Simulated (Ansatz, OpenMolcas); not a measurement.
# WOF4: a line through the functionals

The species is WOF4 (6 atoms), meant as a singlet with charge 0. SMILES: `O=[W](F)(F)(F)F`. The coordinates come from a PBE0-D4/def2-TZVP relaxation.

The vertical ionisation energy (to the doublet cation) y, in eV, basis def2-SVP with a core potential; a is the functional's share of exact exchange. Programs: Ansatz 0.2.0, OpenMolcas 26.06.

| functional | program | a | y (eV) |
| --- | --- | --- | --- |
| TPSS | OpenMolcas | 0 | 13.34 |
| PBE | Ansatz | 0 | 13.30 |
| B3LYP | Ansatz | 0.2 | 13.89 |
| PBE0 | Ansatz | 0.25 | ? |
| BHLYP | Ansatz | 0.5 | 14.17 |

Q: Fit y = c + s·a to the known rows and predict PBE0.

A: 
1. Means of the 4 rows: a = 0.1750, y = 13.675.
2. Σ(Δa)² = 0.1675, Σ(Δa·Δy) = 0.2905, so the slope is 0.2905/0.1675 = 1.7343.
3. Intercept: 13.675 − (1.7343) × 0.1750 = 13.371. The largest residual of the fit is 0.17.
4. PBE0: 13.371 + (1.7343) × 0.25 = 13.80 eV.

The run gave 13.95 eV, so the prediction is off by -0.15 eV, within the largest residual. Spin-orbit coupling is left out.

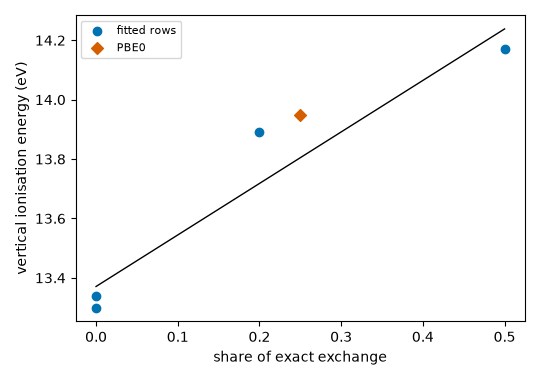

The fitted line, with the withheld row.
